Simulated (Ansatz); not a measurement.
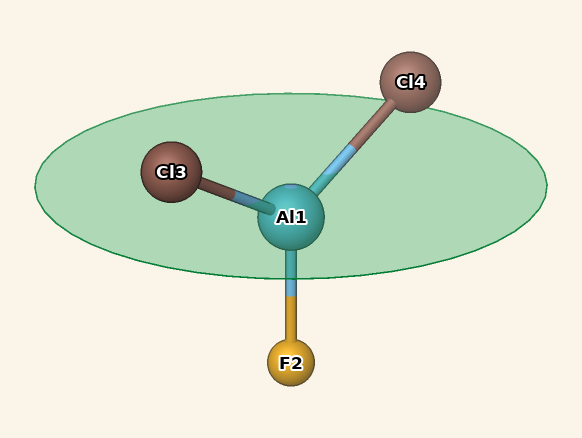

A disc through the centre of mass is drawn in. Distant atoms are faded towards the background colour. Computed geometry: PBE0-D4/def2-TZVP optimisation.

### Is the plane of the disc a mirror plane of the structure?

No. The point group is C2v, with 1 C2 axis and 2 mirror planes, and this plane isn't one of its mirror planes.
